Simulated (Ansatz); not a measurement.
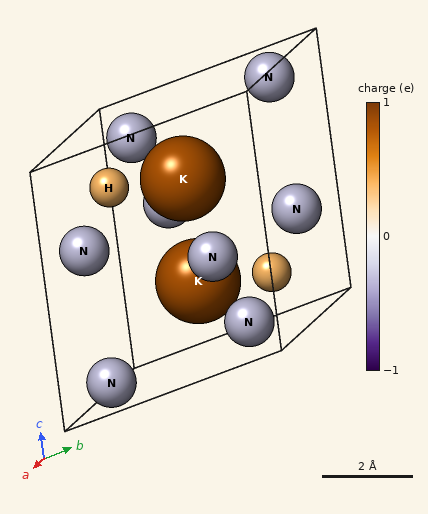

Spheres-only representation of a periodic structure, projected slightly off an axis. One simulation cell is framed, with atoms on its boundary repeated. The atoms of this KHN4 cell are coloured by their Bader charge.

Level of theory and settings: Ansatz 0.2.0, DFT, PAW plane waves, r2SCAN, a kinetic-energy cutoff of 500 eV, 6×6×6 k-mesh, Fermi-Dirac smearing of 0.1 eV, no spin polarisation. The pressure of the cell is -13 GPa.

> Which way does the charge move?

Most positive: K; most negative: N. Charges: about K +0.8 e; H +0.4 e; N -0.3 e.

The model is a generated cell, made by putting these elements into a known structure type (the compound may or may not exist in this form); its atoms and cell weren't optimised. It was the input of a calculation with Ansatz.

At this level of theory the cell isn't at rest (stretched, at -13 GPa and forces up to 2.1 eV/Å), so its distances can differ from those at equilibrium, the more so the softer the solid.
